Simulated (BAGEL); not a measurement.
# CH4ClNSi (SMILES [H]/N=C(/[SiH3])Cl): PBE0/def2-SVP (density fitting with qzvpp-jkfit)

What is the energy change on altering one bond length of CH4ClNSi at PBE0/def2-SVP (density fitting with qzvpp-jkfit)? 

The results are computed with BAGEL 1.2.2.

2 further runs of the same task are left out: 2 set aside as unsound or not needed.

### 1 The structure to begin with

CH4ClNSi: 8 atoms, total charge 0, spin state singlet. As SMILES, `[H]/N=C(/[SiH3])Cl`. The shape is that of a PBE0-D4/def2-TZVP optimisation.

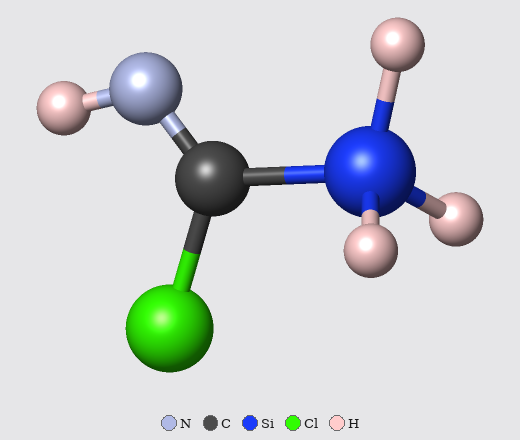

The structure, seen from a chosen angle (nitrogen light blue, carbon dark grey, silicon blue, chlorine green, hydrogen pink).

### 2 A single-point energy at PBE0/def2-SVP (density fitting with qzvpp-jkfit)

input.json

```json
{ "bagel" : [

{
  "title" : "molecule",
  "basis" : "svp",
  "df_basis" : "qzvpp-jkfit",
  "angstrom" : "true",
  "geometry" : [
    { "atom" : "N", "xyz" : [      -0.134000,       1.454700,      -0.961900 ] },
    { "atom" : "C", "xyz" : [      -0.418500,       0.335400,      -0.490000 ] },
    { "atom" : "Si", "xyz" : [       0.653400,      -0.598300,       0.760300 ] },
    { "atom" : "Cl", "xyz" : [      -1.899100,      -0.560600,      -0.931300 ] },
    { "atom" : "H", "xyz" : [      -0.820600,       1.817500,      -1.623900 ] },
    { "atom" : "H", "xyz" : [       1.022600,      -1.900500,       0.155700 ] },
    { "atom" : "H", "xyz" : [      -0.163500,      -0.822600,       1.976900 ] },
    { "atom" : "H", "xyz" : [       1.851900,       0.217300,       1.058400 ] }
  ]
},

{
  "title" : "ks",
  "xc_func" : "pbe0"
},

{
  "title" : "print",
  "file" : "orbitals.molden",
  "orbitals" : "true"
}

]}
```

Started as:

```bash
$ BAGEL_NUM_THREADS=1 BAGEL input.json > input.out
```

Output:

```text
* using 1 threads per process

  ===============================================================
  ===============================================================

  *** Geometry ***

  { "atom" : "N", "xyz" : [     -0.253223,      2.748985,     -1.817728 ] },
  { "atom" : "C", "xyz" : [     -0.790850,      0.633814,     -0.925966 ] },
  { "atom" : "Si", "xyz" : [      1.234747,     -1.130623,      1.436759 ] },
  { "atom" : "Cl", "xyz" : [     -3.588779,     -1.059380,     -1.759902 ] },
  { "atom" : "H", "xyz" : [     -1.550709,      3.434577,     -3.068726 ] },
  { "atom" : "H", "xyz" : [      1.932434,     -3.591425,      0.294230 ] },
  { "atom" : "H", "xyz" : [     -0.308970,     -1.554489,      3.735800 ] },
  { "atom" : "H", "xyz" : [      3.499584,      0.410637,      2.000086 ] },

  Number of auxiliary basis functions:      480

  Since a DF basis is specified, we compute 2- and 3-index integrals:
    o Being stored without compression. Storage requirement is 0.027 GB

  Number of basis functions:       84
  Number of electrons      :       48

    * METHOD: MOLECULE                             0.22

  *** Kohn-Sham DFT ***

    * Removing 14321 points whose weight is below 1.00e-10
    * Grid points: 104927

  === Nuclear Repulsion ===
   195.4026274699

       - DIIS with orbital gradients will be used.

  === KS iteration (pbe0 / svp) ===
      0       -806.37488966          0.10526241           0.34
      1       -811.01785386          0.13635067           0.31
      2       -773.72879957          0.20721846           0.31
      3       -834.30107272          0.09759363           0.31
      4       -837.90028433          0.09019373           0.31
      5       -843.77161438          0.02817791           0.31
      6       -843.98350946          0.01848073           0.31
      7       -844.21968488          0.00505683           0.31
      8       -844.23723087          0.00128325           0.31
      9       -844.23806840          0.00037002           0.32
     10       -844.23814511          0.00007595           0.31
     11       -844.23814901          0.00003272           0.31
     12       -844.23814956          0.00001175           0.32
     13       -844.23814963          0.00000108           0.31
     14       -844.23814963          0.00000078           0.31
     15       -844.23814963          0.00000010           0.32
     16       -844.23814963          0.00000003           0.32
     17       -844.23814963          0.00000001           0.32
    * SCF iteration converged.

    * Permanent dipole moment:
           (   -0.014378,     0.063453,    -0.046697) a.u.

    * METHOD: KS                                   6.21

    * METHOD: PRINT                                0.02

  ===============================================================
```

Run time: 6.6 s. Hardware: 1 thread of Arm Neoverse V1, shared host; peak memory 0.43 GiB.

### 3 The distorted shape

input.json

```json
{ "bagel" : [

{
  "title" : "molecule",
  "basis" : "svp",
  "df_basis" : "qzvpp-jkfit",
  "angstrom" : true,
  "geometry" : [
    { "atom" : "N", "xyz" : [   -0.429370,    2.496496,   -0.478203 ] },
    { "atom" : "C", "xyz" : [   -0.713870,    1.377196,   -0.006303 ] },
    { "atom" : "Si", "xyz" : [    0.358030,    0.443496,    1.243997 ] },
    { "atom" : "Cl", "xyz" : [   -2.194470,    0.481196,   -0.447603 ] },
    { "atom" : "H", "xyz" : [   -1.115970,    2.859296,   -1.140203 ] },
    { "atom" : "H", "xyz" : [    1.022600,   -1.900500,    0.155700 ] },
    { "atom" : "H", "xyz" : [   -0.458870,    0.219196,    2.460597 ] },
    { "atom" : "H", "xyz" : [    1.556530,    1.259096,    1.542097 ] }
  ]
},
{ "title" : "ks", "xc_func" : "pbe0" },
{ "title" : "print", "file" : "orbitals.molden", "orbitals" : true }

]}
```

Started as:

```bash
$ BAGEL_NUM_THREADS=1 BAGEL input.json > input.out
```

Output:

```text
* using 1 threads per process

  ===============================================================
  ===============================================================

  *** Geometry ***

  { "atom" : "N", "xyz" : [     -0.811392,      4.717694,     -0.903673 ] },
  { "atom" : "C", "xyz" : [     -1.349019,      2.602523,     -0.011911 ] },
  { "atom" : "Si", "xyz" : [      0.676579,      0.838086,      2.350814 ] },
  { "atom" : "Cl", "xyz" : [     -4.146947,      0.909329,     -0.845847 ] },
  { "atom" : "H", "xyz" : [     -2.108878,      5.403286,     -2.154671 ] },
  { "atom" : "H", "xyz" : [      1.932434,     -3.591425,      0.294230 ] },
  { "atom" : "H", "xyz" : [     -0.867139,      0.414220,      4.649854 ] },
  { "atom" : "H", "xyz" : [      2.941415,      2.379347,      2.914141 ] },

  Number of auxiliary basis functions:      480

  Since a DF basis is specified, we compute 2- and 3-index integrals:
    o Being stored without compression. Storage requirement is 0.027 GB

  Number of basis functions:       84
  Number of electrons      :       48

    * METHOD: MOLECULE                             0.22

  *** Kohn-Sham DFT ***

    * Removing 13621 points whose weight is below 1.00e-10
    * Grid points: 105627

  === Nuclear Repulsion ===
   192.0959762257

       - DIIS with orbital gradients will be used.

  === KS iteration (pbe0 / svp) ===
      0       -806.70087049          0.10394902           0.35
      1       -812.44326141          0.13301405           0.32
      2       -786.51720877          0.16142609           0.32
      3       -826.48427292          0.12499020           0.32
      4       -838.61405959          0.08500215           0.32
      5       -842.57385575          0.03552454           0.32
      6       -842.83137526          0.03538883           0.32
      7       -844.03400495          0.01280843           0.32
      8       -844.07940975          0.00839246           0.32
      9       -844.11445574          0.00116532           0.32
     10       -844.11553409          0.00068450           0.32
     11       -844.11591054          0.00035314           0.32
     12       -844.11601567          0.00014329           0.32
     13       -844.11602948          0.00001799           0.32
     14       -844.11602972          0.00000499           0.32
     15       -844.11602973          0.00000502           0.32
     16       -844.11602974          0.00000096           0.32
     17       -844.11602974          0.00000043           0.32
     18       -844.11602974          0.00000032           0.32
     19       -844.11602974          0.00000014           0.32
     20       -844.11602974          0.00000004           0.32
     21       -844.11602974          0.00000002           0.32
     22       -844.11602974          0.00000001           0.32
    * SCF iteration converged.

    * Permanent dipole moment:
           (    0.205042,    -0.478232,    -0.225077) a.u.

    * METHOD: KS                                   7.91

    * METHOD: PRINT                                0.02

  ===============================================================
```

Wall time 8.4 s (1 thread of Arm Neoverse V1, shared host); peak memory 0.43 GiB.

### 4 Summary of results

At PBE0/def2-SVP (density fitting with qzvpp-jkfit):

| quantity | value |
| --- | --- |
| first shape: total energy | -844.23815 Eh |
| first shape: dipole moment | 0.20 D |
| first shape: HOMO energy | -8.07 eV |
| first shape: LUMO energy | -0.93 eV |
| first shape: HOMO–LUMO gap | 7.14 eV |
| distorted shape: total energy | -844.11603 Eh |
| distorted shape: dipole moment | 1.44 D |
| distorted shape: HOMO energy | -7.40 eV |
| distorted shape: LUMO energy | -3.09 eV |
| distorted shape: HOMO–LUMO gap | 4.31 eV |
| energy change with the Si3–H6 bond stretched from 1.482 to 2.668 Å | 3.323 eV |

With the Si3–H6 bond stretched from 1.482 to 2.668 Å the energy rises by 3.32 eV (321 kJ/mol). The first shape isn't relaxed at this level, so the change isn't measured from a minimum. A restricted reference can't describe the breaking bond well at this length.
